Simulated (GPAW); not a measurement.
Band structure of In (I4/mmm, 1 atom in the cell).

```xyz
1
Lattice="-1.6053 1.6053 2.4555 1.6053 -1.6053 2.4555 1.6053 1.6053 -2.4555" Properties=species:S:1:pos:R:3 pbc="T T T"
In     0.0000     0.0000     0.0000
```

Level of theory: PBE, GPAW PAW datasets PBE (gpaw-data 1.0.1) (plane waves; GPAW).

Settings: mode = pw; ecut = 600 eV; xc = PBE; kpts = 19 19 19; mesh shift (steps) = 0 0 0; occupations.name = fermi-dirac; occupations.width = 0.1 eV; nbands = -9; convergence.density = 1e-05 e/electron; convergence.energy = 1e-05 eV/electron; symmetry.symmorphic = false; symmetry.tolerance = 0.0005; maxiter = 120; bandpath_npoints = 40.

The starting cell comes from a database of computed structures (which also holds hypothetical and non-ambient phases and stackings), without a prior relaxation at this level. Its lattice was rescaled by a random factor within 2.5 % of one.

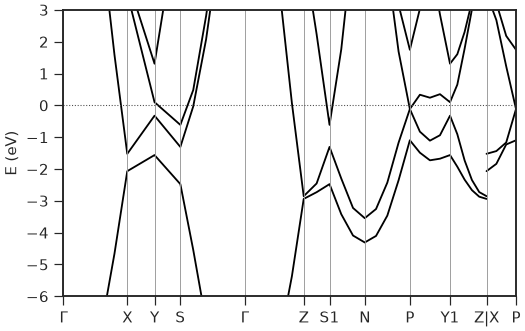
Figure. Bands along the path, energies from the Fermi level.

Levels in eV from the Fermi level, bands 4 to 10:
```
point       4       5      6      7      8      9     10
-----  ------  ------  -----  -----  -----  -----  -----
Γ      -14.46  -14.34  -9.78  10.81  10.81  11.00  11.73
X      -14.23  -14.13  -2.07  -1.52   3.52   3.98   7.18
Y      -14.34  -14.22  -1.56  -0.32   0.10   1.31  13.22
S      -14.34  -14.25  -2.48  -1.31  -0.61   6.34   9.19
Z      -14.20  -14.20  -2.94  -2.85   4.84   4.84   8.38
S1     -14.34  -14.25  -2.48  -1.31  -0.61   6.34   9.19
N      -14.25  -14.20  -4.31  -3.55   7.63   9.44  11.27
P      -14.34  -14.13  -1.10  -0.12  -0.12   1.75  12.65
Y1     -14.34  -14.22  -1.56  -0.32   0.10   1.31  13.22
```

Bands cross the Fermi level along this path, so the cell is metallic at this level.
